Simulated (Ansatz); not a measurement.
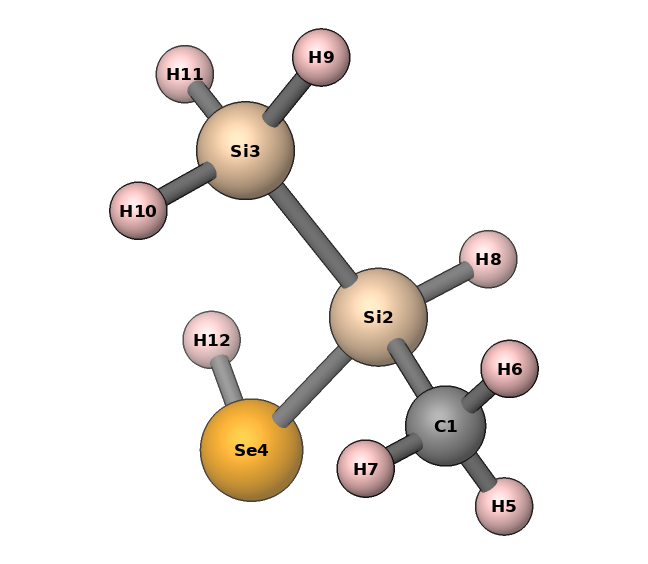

Distant atoms are faded towards the background colour. The geometry was computed by an optimisation with PBE-D4/def2-SVP. No frequency run is at hand to confirm it as a minimum.

Q: Find the stereocentres and stereogenic double bonds.

A: Centres: Si2.

Q: Give the R/S and E/Z labels.

A: Si2: R (priorities Se4 > Si3 > C1 > H8).

Q: Write the isomeric SMILES.

A: C[Si@H]([SiH3])[SeH]
